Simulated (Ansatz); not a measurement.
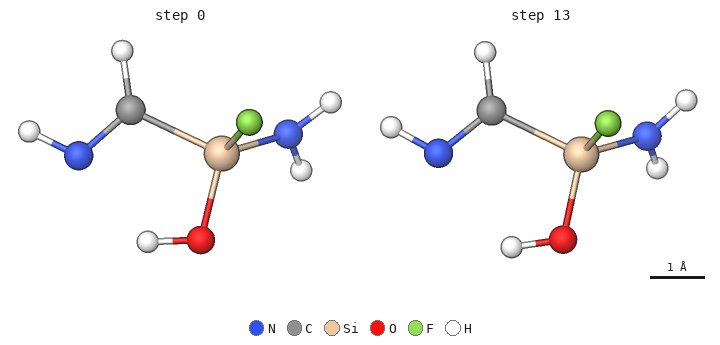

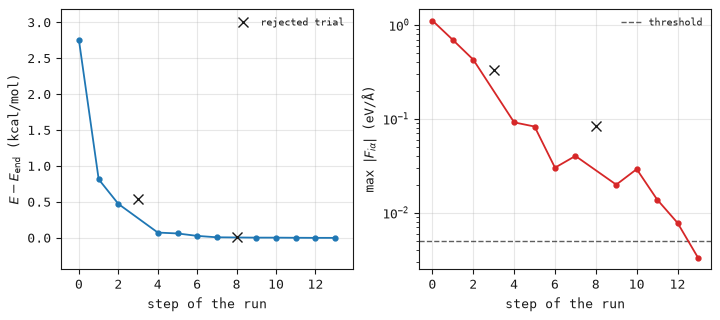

First and last geometry of a relaxation of CH5FN2OSi, with the history of the run. A ball-and-stick model, seen face on.

The start comes from PBE-D4/def2-SVP.

These are results of RKS PBE0-D4/def2-TZVP in Ansatz, not measurements.

The input:
```yaml
crystal:
  periodic: [false, false, false]
  atoms:
    - {symbol: N, position_ang: [-0.025408, -1.193242, -1.727468]}
    - {symbol: C, position_ang: [0.743395, -0.751158, -0.791404]}
    - {symbol: Si, position_ang: [-0.049567, 0.642371, 0.233472]}
    - {symbol: N, position_ang: [-0.095936, 0.425818, 1.933574]}
    - {symbol: O, position_ang: [-1.570199, 0.719288, -0.421671]}
    - {symbol: F, position_ang: [0.885542, 1.964963, -0.033535]}
    - {symbol: H, position_ang: [0.422502, -1.939303, -2.292076]}
    - {symbol: H, position_ang: [1.773101, -1.150389, -0.614548]}
    - {symbol: H, position_ang: [-0.962806, 0.131286, 2.386208]}
    - {symbol: H, position_ang: [0.497259, 0.981546, 2.552003]}
    - {symbol: H, position_ang: [-1.552583, 0.111820, -1.203854]}
basis:
  gaussian: {orbitals: def2-TZVP}
hamiltonian: {xc: pbe0, dispersion: d4}
relax: {f_tol: 0.005, max_steps: 150}
```

Command:
```bash
ansatz run in.yaml --threads 4 --pin off --events-out ev --progress --plain --max-ram 10444MiB
```

### Did the run converge, and what did it change?

It converged. The energy falls by 2.75 kcal/mol in 11 accepted moves (13 points after the start). The largest force component goes from 1.1 to 0.0033 eV/Å. The line search rejected the trial steps at points 3, 8 of the run. H11 moves most after the best rigid fit: 0.13 Å. Largest moves by element: H 0.13 Å, N 0.06 Å, O 0.06 Å, F 0.04 Å, Si 0.03 Å, C 0.02 Å. Near-neighbour distances that change, for instance: Si3–F6 1.642 → 1.596 Å, Si3–O5 1.658 → 1.622 Å, Si3–N4 1.714 → 1.687 Å, O5–H11 0.991 → 0.968 Å. Among the angles between lasting bonds that change: Si3–O5–H11 105.5° → 110.4°, N1–C2–Si3 113.2° → 115.4°, C2–Si3–O5 101.7° → 103.9°.
